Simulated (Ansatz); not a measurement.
**BH₃Se₃: geometry optimisation**

Aim: relax BH₃Se₃ at this level.

Program: Ansatz 0.2.0. Level of theory: RKS r2SCAN0-D4/def2-SVP. These are calculated values, not measurements.

## 1. Starting geometry

SMILES `[SeH]B([SeH])[SeH]`, 7 atoms, charge 0, spin multiplicity 1.

Atoms are counted from 1 here; the program's logs count them from 0.

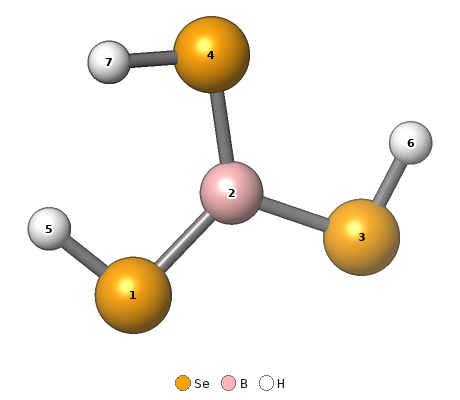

As it starts; selenium orange, boron pink, hydrogen white; atoms are numbered from 1 in the order of the file.

Geometry (Å):

```mol
BH3Se3
  3D, bonds by distance, orders not assigned

  7  6  0  0  0  0  0  0  0  0999 V2000
   -1.8859    0.6174    0.2975 Se  0  0
   -0.0404   -0.0204    0.3552 B   0  0
    0.6706   -0.3231    2.1549 Se  0  0
    1.1090   -0.3852   -1.1770 Se  0  0
   -2.0448    0.4827   -1.1727 H   0  0
    2.0706   -0.5650    1.7171 H   0  0
    0.1821    0.1256   -2.2208 H   0  0
  1  2  8  0
  1  5  8  0
  2  3  8  0
  2  4  8  0
  3  6  8  0
  4  7  8  0
M  END
```

## 2. Relaxation

Contents of input.yaml:

```yaml
crystal:
  periodic: [false, false, false]
  atoms:
    - { symbol: Se, position_ang: [-1.885857, 0.617397, 0.297477] }
    - { symbol: B, position_ang: [-0.040356, -0.020378, 0.355211] }
    - { symbol: Se, position_ang: [0.670595, -0.323134, 2.154904] }
    - { symbol: Se, position_ang: [1.10904, -0.385174, -1.17702] }
    - { symbol: H, position_ang: [-2.044794, 0.482687, -1.172733] }
    - { symbol: H, position_ang: [2.07062, -0.565031, 1.717148] }
    - { symbol: H, position_ang: [0.182053, 0.125633, -2.220788] }
basis:
  gaussian: { orbitals: def2-SVP }
hamiltonian:
  xc: { name: r2SCAN0 }
  dispersion: d4
output:
  forces: true
relax:
  f_tol: 0.003
  max_steps: 120
```

Command:

```console
> ansatz run input.yaml --threads 1 --pin off --max-ram 2560MiB --backend cpu --events-out ev --progress --plain --runs-dir out
```

The log of the run, shortened:

```text
Warning: RAYON_NUM_THREADS=1 ignored (pool sized by the plan → 1); use --threads N
[...]
Functional definition: r2SCAN0
[...]
1320 factors; integrals over basis functions are off by at most 2.8e-4 eV
[...]
mean field -196749.99507979 eV, -7230.4289572458 hartree, gradient 4.6e-5 eV, S^2 0.000000; 0 other end points of the search recorded, 0 dependent functions left out
[...]
reference -196749.99508665 eV, -7230.4289574980 hartree; 55, 55 occupied and 70, 70 virtual orbitals, 1320 factors
relax step   1: F+E_penalty+E_count = -196750.06292114 eV  Δ(F+E_penalty+E_count) = +0.000e0 eV  max|allowed force component| = 5.194e-1 eV/Å  Δτ_max = 0.0000 Å  (25 SCF iters, accepted)
[...]
relax step   4: F+E_penalty+E_count = -196750.08930314 eV  Δ(F+E_penalty+E_count) = -4.222e-4 eV  max|allowed force component| = 1.384e-2 eV/Å  Δτ_max = 0.0080 Å  (24 SCF iters, accepted)
[...]
relax step   7: F+E_penalty+E_count = -196750.09063411 eV  Δ(F+E_penalty+E_count) = -2.988e-4 eV  max|allowed force component| = 6.513e-3 eV/Å  Δτ_max = 0.0205 Å  (29 SCF iters, accepted)
[...]
relax step  10: F+E_penalty+E_count = -196750.09087018 eV  Δ(F+E_penalty+E_count) = -4.312e-5 eV  max|allowed force component| = 2.844e-3 eV/Å  Δτ_max = 0.0054 Å  (23 SCF iters, accepted)
[...]
relax step  12: F+E_penalty+E_count = -196750.09089219 eV  Δ(F+E_penalty+E_count) = -3.070e-6 eV  max|allowed force component| = 3.877e-3 eV/Å  Δτ_max = 0.0075 Å  (31 SCF iters, accepted)
[...]
relax step  13: F+E_penalty+E_count = -196750.09089284 eV  Δ(F+E_penalty+E_count) = -6.465e-7 eV  max|allowed force component| = 2.763e-3 eV/Å  Δτ_max = 0.0008 Å  (19 SCF iters, accepted)
1320 factors; integrals over basis functions are off by at most 3.0e-4 eV
[...]
mean field -196750.02284641 eV, -7230.4299776504 hartree, gradient 4.6e-5 eV, S^2 0.000000; 1 other end points of the search recorded, 0 dependent functions left out
[...]
reference -196750.02285323 eV, -7230.4299779009 hartree; 55, 55 occupied and 70, 70 virtual orbitals, 1320 factors
Total energy: -196750.09089965 eV, -7230.4324785608 hartree
Atom 0 at    -1.903116     0.508928     0.290714 Å, force     0.001608     0.000930    -0.000785 eV/Å
Atom 1 at    -0.037026    -0.007609     0.357125 Å, force    -0.001521    -0.002763     0.001428 eV/Å
Atom 2 at     0.688429    -0.262443     2.139980 Å, force     0.000453     0.000872     0.000341 eV/Å
Atom 3 at     1.127585    -0.283896    -1.162488 Å, force    -0.000343     0.001373    -0.000623 eV/Å
Atom 4 at    -2.002423     0.583528    -1.165597 Å, force    -0.000519    -0.000193    -0.000049 eV/Å
Atom 5 at     2.037682    -0.623172     1.703086 Å, force     0.000029    -0.000181     0.000147 eV/Å
Atom 6 at     0.150170     0.016663    -2.208622 Å, force     0.000292    -0.000038    -0.000458 eV/Å
Dipole moment:     0.022529     0.002940    -0.301773 e Å
```

Run time: 1.8 min. Hardware: 1 thread of Intel Xeon 6975P-C (Granite Rapids), shared host; peak memory 0.43 GiB.

Energy and force along the way: (the energy doesn't fall at every step)

```csv
step,energy from step 1 (eV),largest force component (eV/Å)
1,0.0000,0.5194
2,-0.0253,0.0875
3,-0.0260,0.0290
4,-0.0264,0.0138
5,-0.0274,0.0110
6,-0.0250,0.2187
7,-0.0277,0.0065
8,-0.0278,0.0474
9,-0.0279,0.0243
10,-0.0279,0.0028
11,-0.0280,0.0034
12,-0.0280,0.0039
13,-0.0280,0.0028
```

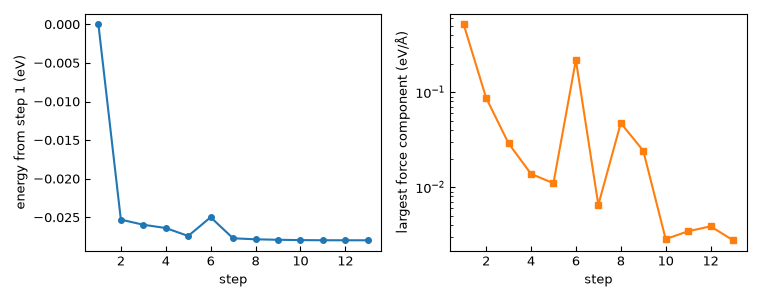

Energy and largest force along the relaxation.

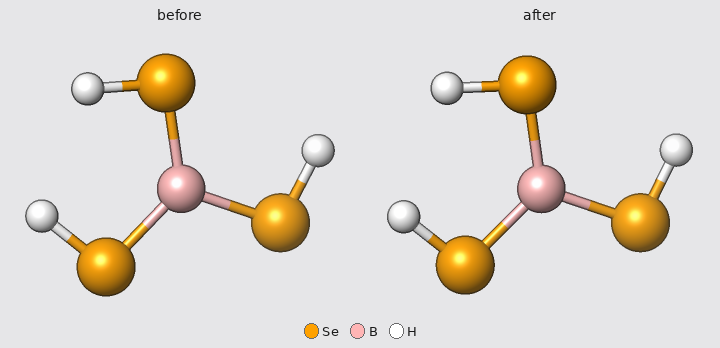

Before and after, at one scale.

Bonds that changed most:

```csv
bond,before (Å),after (Å),change (Å)
Se4–H7,1.486,1.463,-0.024
Se1–H5,1.485,1.462,-0.023
Se3–H6,1.487,1.463,-0.023
B2–Se3,1.959,1.942,-0.017
Se1–B2,1.953,1.937,-0.016
B2–Se4,1.950,1.934,-0.015
```

## 3. What came out

| quantity | value |
| --- | --- |
| energy gained | 0.0280 eV |
| root mean square move | 0.090 Å |
| dipole moment | 1.45 D |

In words: Bond lengths: Se1–B2 1.937 Å, Se1–H5 1.462 Å, B2–Se3 1.942 Å, B2–Se4 1.934 Å, Se3–H6 1.463 Å, Se4–H7 1.463 Å. Angles: B2–Se1–H5 96.5°, Se1–B2–Se3 115.2°, Se1–B2–Se4 126.2°, Se3–B2–Se4 118.5°, B2–Se3–H6 95.9°, B2–Se4–H7 97.5°. No frequencies were computed here.
